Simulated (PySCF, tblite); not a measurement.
**C3H5Cl2NSi: geometry, infrared bands and NMR shifts**

What infrared bands and NMR shifts should C3H5Cl2NSi (`[H]/N=C\C(=C)[SiH](Cl)Cl`) show?

Computed with tblite 0.8.0 and PySCF 2.14.0, with density-fitted response routines of our own, on a single molecule in the gas phase. Atoms count from 0, in the outputs and in this text.

## Step 1: The starting structure

12 atoms, charge 0, multiplicity 1; geometry from: force field or distance geometry start.

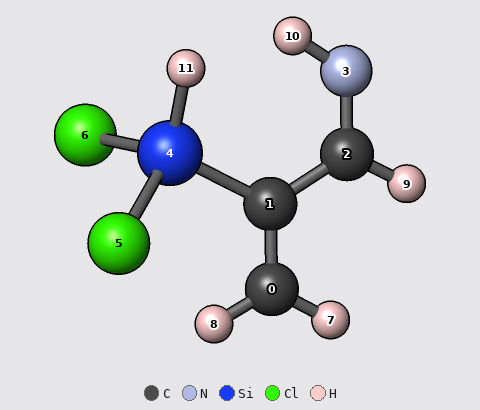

As it starts; carbon dark grey, nitrogen light blue, silicon blue, chlorine green, hydrogen pink, atoms numbered.

## Step 2: Relaxing the molecule with GFN2-xTB

The job: settings as JSON, then the geometry in Å.

```
{"job": {"kind": "relax", "xc": "GFN2-xTB", "basis": "xTB"}, "charge": 0, "multiplicity": 1}
C      0.006700     1.680000    -0.209400
C     -0.203700     0.393100    -0.018200
C     -1.552100    -0.078200     0.208500
N     -1.772000    -1.331000     0.394000
Si     1.260500    -0.735400    -0.006700
Cl     2.816500     0.401900     0.815400
Cl     1.687900    -1.246500    -1.996700
H     -0.840600     2.356800    -0.203700
H      1.022800     1.996800    -0.363200
H     -2.420500     0.582900     0.212700
H     -1.011100    -2.053200     0.415300
H      1.006800    -1.967800     0.725900
```

On the command line:

```sh
$ OMP_NUM_THREADS=1 python probes_run.py task.json out
```

One launch serves the whole session: the jobs run in the order shown.

**Question.** This job is followed by: GFN2-xTB harmonic vibrations, gas phase; GIAO PBE0/pcSseg-1 NMR shielding, non-relativistic, gas phase. What will the session give for the following? strongest single infrared mode (GFN2-xTB); zero-point energy (GFN2-xTB); 13C shifts against TMS (PBE0/pcSseg-1); 1H shifts against TMS (PBE0/pcSseg-1); 15N shifts against NH3 (PBE0/pcSseg-1); 29Si shifts against TMS (PBE0/pcSseg-1); 35Cl shifts against HCl (PBE0/pcSseg-1, means over atoms taken as alike).

**Answer**, as computed:

| quantity | value |
| --- | --- |
| strongest single infrared mode (GFN2-xTB) | 650 cm⁻¹, 258 km/mol |
| zero-point energy (GFN2-xTB) | 46.4 kcal/mol |
| 13C shifts against TMS (PBE0/pcSseg-1) | 173.9, 151.5, 150.0 ppm |
| 1H shifts against TMS (PBE0/pcSseg-1) | 10.84, 8.15, 6.60, 6.56, 6.12 ppm |
| 15N shifts against NH3 (PBE0/pcSseg-1) | 364.8 ppm |
| 29Si shifts against TMS (PBE0/pcSseg-1) | 3.9 ppm |
| 35Cl shifts against HCl (PBE0/pcSseg-1, means over atoms taken as alike) | 47 ppm |

Relaxing lowered the energy by 0.484 eV in 85 steps; the close pair that moved most is Si4–Cl5, from 2.095 to 2.018 Å. No mode is imaginary among the 30: a minimum at this level. The strongest single mode, at 650 cm⁻¹, moves mainly H11. Unscaled tight-binding wavenumbers are off by several per cent, some by more. Its intensities can rank the bands wrongly. At PBE0/pcSseg-1: The largest span, 637 ppm, is at N3, where the paramagnetic term is -421 ppm.
